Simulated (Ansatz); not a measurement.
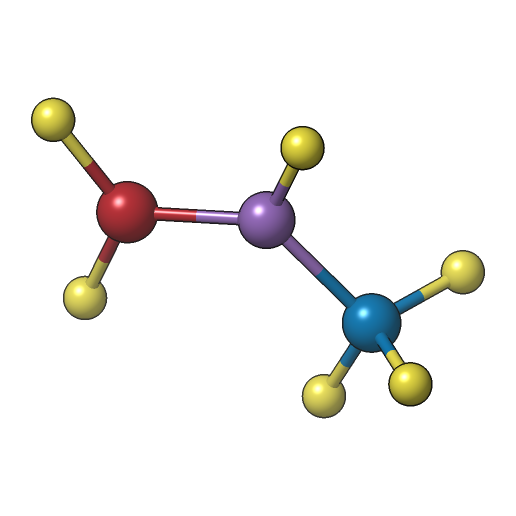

Ball-and-stick drawing of a structure. Every bond is drawn as one stick, whatever its order. Colours: boron red, nitrogen purple, carbon blue, hydrogen yellow.

The geometry was computed by an optimisation with PBE0-D4/def2-TZVP.

Which formula does it have?

CH6BN, 9 atoms: 1 carbon, 6 hydrogen, 1 boron and 1 nitrogen.

Count the bonded pairs by element.

3 C–H, 2 B–H, 1 B–N, 1 C–N, 1 N–H. Sticks follow a distance rule.

How many atoms are distinct by symmetry?

8: 1 B, 1 N, 1 C, 1 H, 1 H, 1 H, 2 H, 1 H.

More results for the same structure follow; atom numbers are the same in all pictures, views and colours differ.

**Electronic properties**

Method: RKS PBE0-D4/def2-TZVPP (Ansatz 0.2.0).

What does the calculation give?

- HOMO energy (Kohn–Sham orbital): −7.89 eV
- LUMO energy (Kohn–Sham orbital): 0.25 eV
- HOMO–LUMO gap: 8.14 eV
- dispersion correction: −8.5 kJ/mol

**Thermal motion**

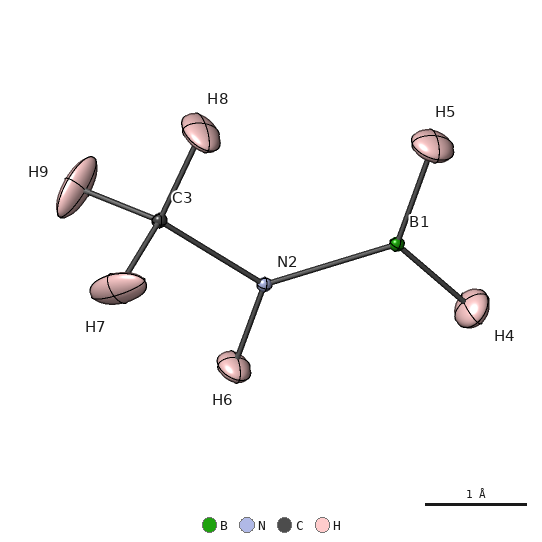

Displacement ellipsoids at the 50 % level, from the internal vibrations of the free molecule (harmonic, no overall translation or rotation; no half-axis is drawn under 0.075 Å). Vibrations computed with RKS PBE0-D4/def2-TZVP (Ansatz 0.2.0). Temperature: 200 K.

Which atom has the largest mean-square displacement?

H7, H9, with U_eq = 0.0232 Å².

Does H7 move more along its bond or across it?

Across it: the root-mean-square amplitude is 0.075 Å along the bond and up to 0.226 Å across, since bending and torsion are softer than stretching.

List U_eq and the three principal root-mean-square amplitudes for each kind of atom.

| atom | U_eq (Å²) | rms amplitudes (Å) |
| --- | --- | --- |
| B1 | 0.0011 | 0.024, 0.036, 0.036 |
| N2 | 0.0013 | 0.023, 0.035, 0.046 |
| C3 | 0.00072 | 0.021, 0.023, 0.034 |
| H4 | 0.0163 | 0.084, 0.130, 0.157 |
| H5 | 0.0167 | 0.080, 0.141, 0.154 |
| H6 | 0.0133 | 0.074, 0.109, 0.150 |
| H7, H9 | 0.0232 | 0.075, 0.114, 0.226 |
| H8 | 0.0205 | 0.074, 0.126, 0.200 |

**Dipole moment**

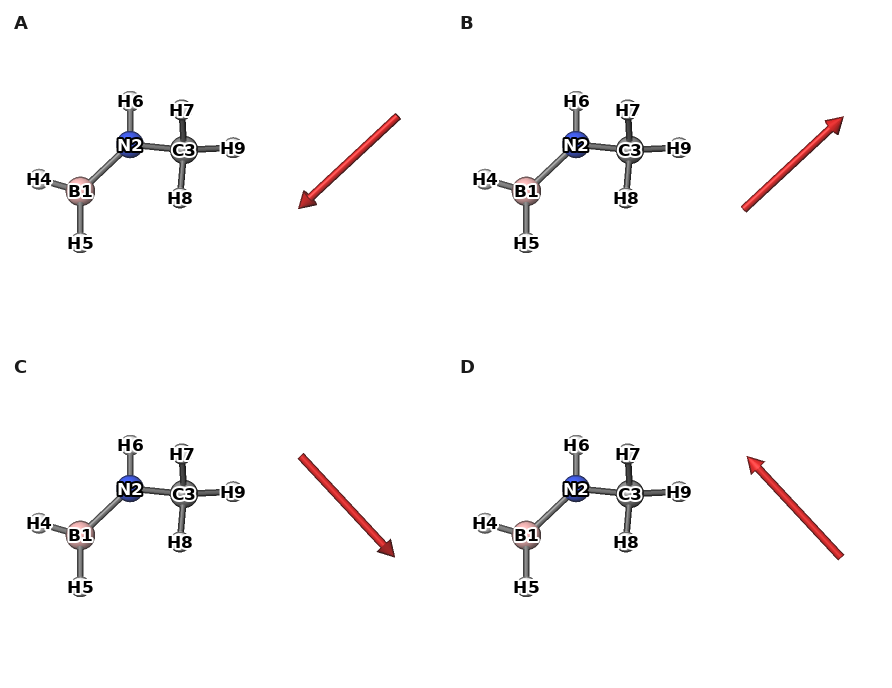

The same molecule four times, each with an arrow. Level of theory: RKS PBE0-D4/def2-TZVP (Ansatz 0.2.0).

Which arrow points along the dipole moment, from the negative to the positive end?

B. The dipole moment is 2.08 D; it points from the side of H4, H5 to the side of H7, H9 (the outermost atoms at the two ends).
